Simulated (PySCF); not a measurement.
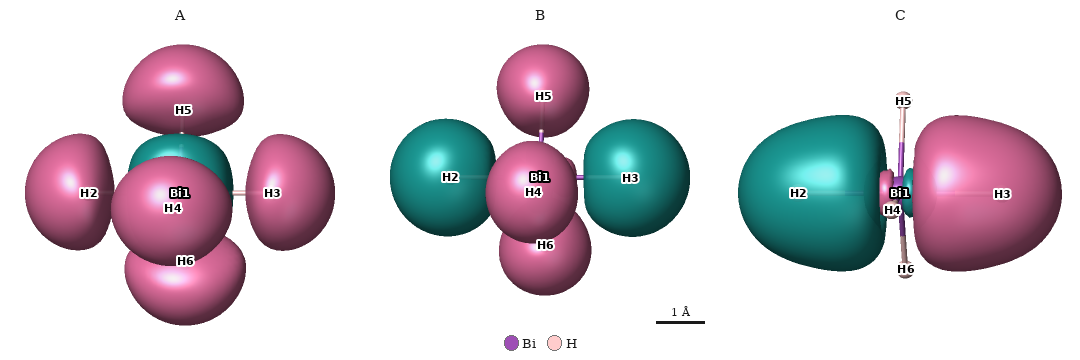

The picture shows: BiH5 (Bi(H)5). Three frontier orbitals at ±0.08 Å⁻³ᐟ² (teal and pink are the two phases), in no order.

Core potentials replace the inner electrons of Bi.

All numbers below come from RKS PBE, Bi def2-SVP with ECP60, H def2-SVP; non-relativistic Hamiltonian with scalar-relativistic core potentials where named; density fitting (PySCF).

Input

```
mol = gto.M(atom='''
Bi    -0.00000    -0.00000     0.00000
H      0.00000    -0.00000     1.88749
H     -0.00000     0.00000    -1.88749
H      1.82588    -0.00000    -0.00000
H     -0.91294     1.58126     0.00000
H     -0.91294    -1.58126    -0.00000''',
    basis={'Bi': 'def2-SVP', 'H': 'def2-SVP'},
    ecp={'Bi': 'def2-SVP'},
    charge=0, spin=0)
mf = dft.RKS(mol, xc='PBE')
mf.grids.atom_grid = (75, 302)  # f atoms: at least (60, 302), unpruned
mf = mf.density_fit()  # Bi def2-universal-JKFIT, H def2-universal-JKFIT
mf.conv_tol = 1e-09; mf.max_cycle = 55
mf.kernel(dm0)
```

Command:

```sh
OMP_NUM_THREADS=2 python run.py
```

Which picture is the HOMO−1, the HOMO and the LUMO?

Answer. C is the HOMO−1 (−8.70 eV). It lies mainly on Bi1 (about 50 %), H2 (about 25 %) and H3 (about 25 %). B is the HOMO (−5.15 eV). By Hirshfeld shares it lies mainly on Bi1 (about 25 %), H2 (about 25 %), H3 (about 25 %), H4 (about 10 %), H5 (about 10 %) and H6 (about 10 %). A is the LUMO (−2.68 eV). It lies mainly on Bi1 (about 35 %), H2 (about 15 %), H3 (about 15 %), H4 (about 15 %), H5 (about 15 %) and H6 (about 15 %).

What is the HOMO–LUMO gap?

Answer. 2.47 eV between the orbital energies.
